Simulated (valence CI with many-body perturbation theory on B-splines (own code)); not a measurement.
**Levels and ionisation energy of Hg¹⁵⁺**

Aim: the low levels of Hg¹⁵⁺, its ionisation energy, and how pure its levels are, set against NIST.

Method: configuration interaction of the valence electrons, many-body perturbation theory for a frozen closed Dirac-Fock core, no-pair Dirac Hamiltonian, B-spline basis. Code: an in-house CI+MBPT code version 6.

## 1. The atom as given

* element: mercury (Z = 80, A = 202)
* charge: +15
* frozen core: [Kr] 4d10 4f14
* start configuration of the valence electrons: 5s2 5p3
* nuclear rms radius: 5.4648 fm

## 2. The run

The run's settings:

```ini
atom Hg  Z=80  mass_number=202  rms_radius_fm=5.4648
core [Kr] 4d10 4f14
valence 5s2 5p3
avg = 1
basis = M
breit = 1
cap = 32000
capref = 2000
cscale = 1
de = 0.0
dress = 0
eps = 2e-08
extrap = 1
h = 0.27
hh = 1
l2 = 3
lcore = 6
maxit = 60
n2 = 5
natural = 1
nlev = 150
nno = [5, 5, 5, 4, 2, 1]
nroot = 36
nsp = [6, 6, 5, 4, 3, 1]
pt2 = 1
qed = 1
rpa = 1
s1 = 1
s2 = 1
s3 = 1
screen = 1
tol = 2e-05
whole = 1
```

The run is started by

```sh
$ python run_cv.py task.json out
```

task.json holds these settings.

The log of the run:

```text
rmax 17.5 intervals 63 orbitals 83 references ['5s2 5p3', '5s 5p4', '5s2 5p2 5d', '5p5', '5s 5p3 5d'] scf 6
2J=0 par=0 roots 2 ref 16 generators 7 cand 15573/26513 P 2317/3200 nnz 1.4e+06 it 5
2J=0 par=0 roots 2 ref 16 generators 13 cand 25706/47058 P 4081/5984 nnz 3.3e+06 it 5
   second order: generators 31 cand 50019/96000 e2 -0.00005 -0.00004
reference levels 1271, estimated 5, window 290663 1/cm; series limit 2220754, core excitation 363329
2J=3 par=1 roots 3 ref 107 generators 9 cand 30619/271467 P 1721/6389 nnz 4.9e+06 it 4
2J=3 par=1 roots 3 ref 107 generators 21 cand 64672/739036 P 6726/31209 nnz 9.4e+07 it 6
   second order: generators 46 cand 116903/1552728 e2 -0.00024 -0.00019
2J=5 par=1 roots 1 ref 103 generators 4 cand 24992/266315 P 1296/6394 nnz 6.3e+06 it 4
2J=5 par=1 roots 1 ref 103 generators 12 cand 50822/614906 P 4183/24511 nnz 7.6e+07 it 5
   second order: generators 23 cand 86153/1266412 e2 -0.00030 -0.00030
2J=1 par=1 roots 1 ref 68 generators 4 cand 20074/96033 P 1934/6399 nnz 5.9e+06 it 5
2J=1 par=1 roots 1 ref 68 generators 13 cand 52242/358985 P 4489/15972 nnz 2.8e+07 it 5
   second order: generators 23 cand 81644/576316 e2 -0.00020 -0.00020
left out: unestimated 496335, estimated 1992747662, shifts from estimates -94 to 6
```

Run time: 2 min. Hardware: 1 thread of Arm Neoverse V2, shared host; peak memory 0.97 GiB.

In the log, the blocks before «reference levels» are the next ion; each later block is one J and parity (par 1 is odd): roots sought, reference size, generators, candidates and the variational space P (configurations/state functions), Hamiltonian entries, Davidson iterations; e2 is the second-order remainder in hartree. Σ1, Σ2 and Σ3 are the one-, two- and three-electron terms by which the core's correlation enters. In the settings nsp and nno count spectroscopic and correlating orbitals by l, and s1, s2, s3 switch or scale the Σ terms.

## 3. The level list

The computed levels (result record; ° odd parity; named by the leading configuration and LS term).

| # | level | configuration weight | term weight | energy (cm⁻¹) | g | lifetime (s) |
| --- | --- | --- | --- | --- | --- | --- |
| 0 | 5s2 5p3 ²P° 3/2 | 0.99 | 0.44 | 0.0 | 1.401 | - |
| 1 | 5s2 5p3 ⁴S° 3/2 | 0.99 | 0.53 | 169269 | 1.440 | 1.01e-05 |
| 2 | 5s2 5p3 ²D° 5/2 | 0.99 | 1.00 | 188528 | 1.199 | 4.36e-05 |
| 3 | 5s2 5p3 ²P° 1/2 | 0.99 | 1.00 | 213157 | 0.664 | 1.21e-05 |

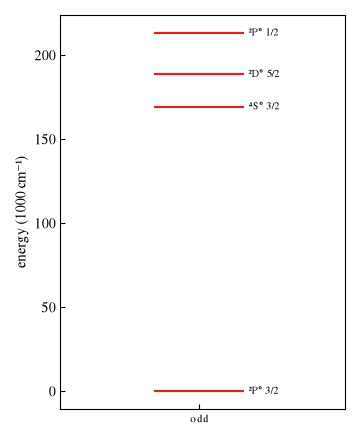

Level scheme by parity; where levels crowd, only one is labelled.

## 4. Lines

Only forbidden lines are listed; the levels computed give no E1 line. Rates are at computed energies, electric ones in the length gauge, E1 and E2 with static core polarisation; wavelengths are in vacuum.

| upper | lower | type | λ (nm) | A (1/s) | branching |
| --- | --- | --- | --- | --- | --- |
| 2: 5s2 5p3 ²D° 5/2 | 0: 5s2 5p3 ²P° 3/2 | M1 | 53.04 | 1.80e+04 | 0.78 |
| 2: 5s2 5p3 ²D° 5/2 | 0: 5s2 5p3 ²P° 3/2 | E2 | 53.04 | 4.95e+03 | 0.22 |
| 1: 5s2 5p3 ⁴S° 3/2 | 0: 5s2 5p3 ²P° 3/2 | M1 | 59.08 | 9.81e+04 | 0.99 |
| 1: 5s2 5p3 ⁴S° 3/2 | 0: 5s2 5p3 ²P° 3/2 | E2 | 59.08 | 1.06e+03 | 0.01 |

## 5. Summary of results

| quantity | computed | tabulated |
| --- | --- | --- |
| lowest level | 5s2 5p3 ²P° 3/2 | 4f14 5p3 ²P°3/2 |
| first excitation | 5s2 5p3 ⁴S° 3/2, 169269 cm⁻¹ | - |
| ionisation energy, to 5s2 5p2 ³P J = 0 | 346.65 eV | 357 ± 17 eV (tabulated theoretical) |
| hyperfine A/(μ/I) of the lowest level | 11238 MHz | - |
| no level missing from the run's list below | 290663 cm⁻¹ | - |

**Reading.** The ionisation energy is 10.3 eV (2.90 %) below the NIST entry, whose uncertainty is 17 eV. The lowest level is 99 % 5s2 5p3, but only 44 % ²P° beside 31 % ⁴S°, so its LS name says little. Cautions: the list stops below the first excitations out of the core; by estimate levels hold to under 0.1 % in light ions and to 0.1 to 0.5 % in heavy ones; only levels of one parity were solved.
